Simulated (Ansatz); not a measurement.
## Electronic structure of FH$_{7}$OSi$_{3}$ in real space

```xyz
12

F    -1.7195   -1.3170    2.3162
O     0.4373   -2.6956    1.6706
Si   -0.9713   -2.7510    2.5093
Si    1.3081   -1.7573    0.5868
Si    0.2314    0.3014    0.2245
H    -1.8635   -3.8001    1.9586
H    -0.6956   -2.9299    3.9547
H     2.6768   -1.5465    1.1462
H     1.4412   -2.5126   -0.6958
H    -1.1202    0.0908   -0.3737
H     0.1053    1.0620    1.5029
H     1.0610    1.1007   -0.7320
```

Geometry: r2SCAN-D4/def2-SVP.

Computed with isolated molecule in a Gaussian basis; Kohn-Sham density functional theory, functional PBE0 (Ansatz 0.2.0).

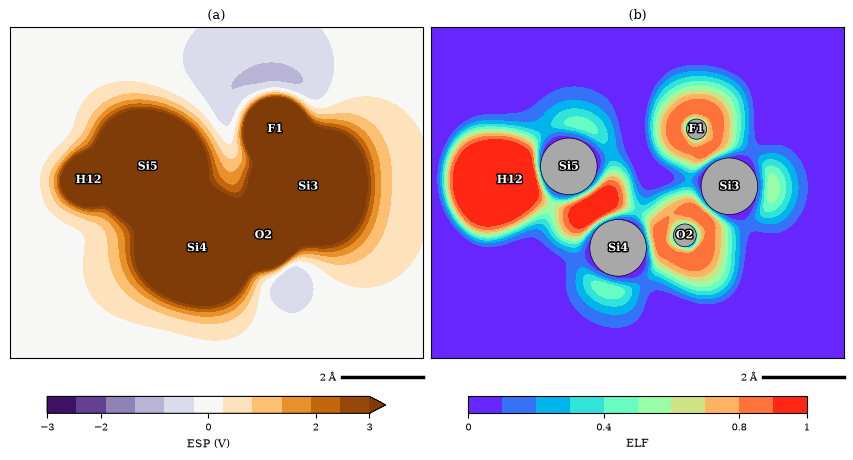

Figure 1. (a) molecular electrostatic potential; (b) ELF on the plane of atoms O2, Si4 and Si5. Grey discs cover the atomic cores in the ELF map.

Describe what can be read from this map.

The section cuts through F, O, Si and H sites. Si–F (1.63 Å): the ELF peaks at about 0.85 in the valence shell of F, 0.6 Å from its nucleus, and is about 0.40 at the midpoint. Si–O (1.64 Å): the ELF peaks at about 0.85 between the atoms; a polar covalent bond. Si–Si (2.35 Å): the ELF peaks at about 1 between the atoms: localised, covalent bonding. Si–H (1.50 Å): the ELF climbs to about 1 towards the hydrogen, as it does in any bond to H. The ELF also peaks beside O2 and F1, away from the bonds: lone-pair regions. Outside the dense part of the molecule the potential is most negative (−1.0 V) near F1.

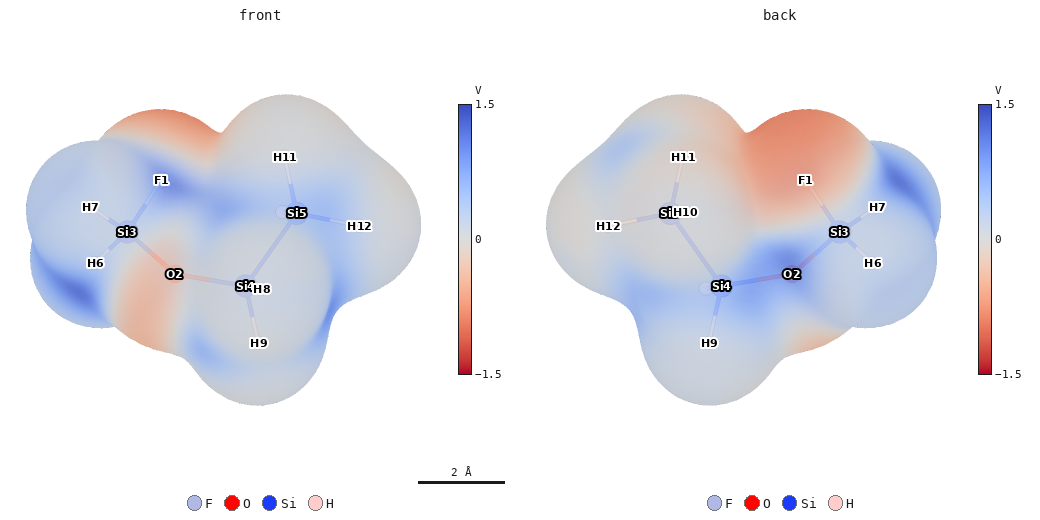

Figure 2. The molecular electrostatic potential painted on the density surface at 0.001 e/bohr³, seen from the front and from behind; the colour scale runs from red (negative) to blue (positive).

Where is the surface potential most negative and most positive?

The most negative region (about −0.8 V) lies over F1, the most positive (about +1.1 V) over Si3.

What dipole moment does the calculation give?

Its dipole moment is 0.88 D.

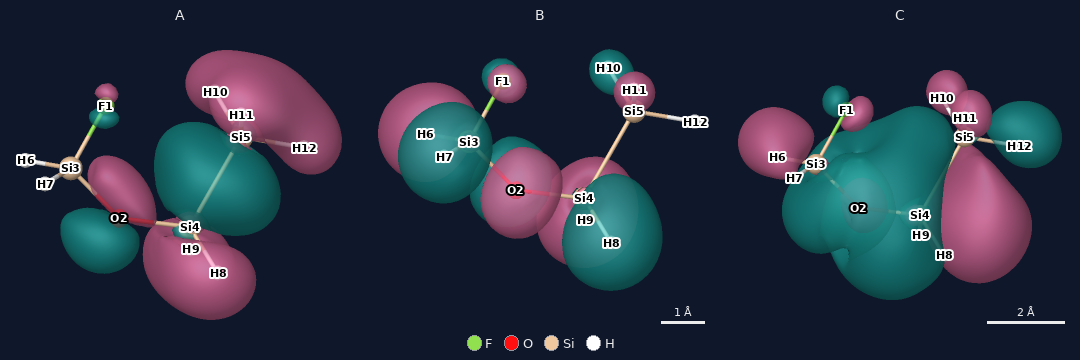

Figure 3. Three frontier orbitals at ±0.06 Å⁻³ᐟ² (teal and pink are the two phases), in no order.

Order the three orbitals by energy and name them.

B is the HOMO−1 (−8.85 eV). It lies mainly on O2 (about 30 %), Si4 (about 15 %), Si3 (about 10 %), H9 (about 10 %), H8 (about 10 %) and H6 (about 10 %). A is the HOMO (−8.12 eV). Its weight (Hirshfeld) is mainly on Si5 (about 35 %), Si4 (about 30 %) and O2 (about 10 %). C is the LUMO (−0.42 eV). Its weight (Hirshfeld) is mainly on Si4 (about 40 %), Si5 (about 15 %), Si3 (about 15 %) and O2 (about 10 %).

What is the HOMO–LUMO gap?

7.70 eV between the orbital energies.

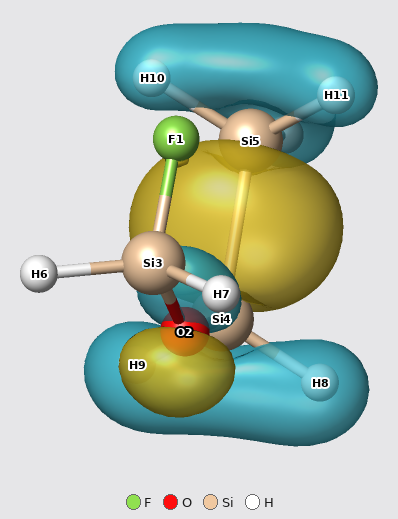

Figure 4. The HOMO at ±0.1 Å⁻³ᐟ² (yellow and cyan are the two phases), seen at an oblique angle.

Where does this orbital lie, and at what energy?

It lies mainly on Si5 (about 35 %), Si4 (about 30 %) and O2 (about 10 %). Its energy is −8.12 eV.
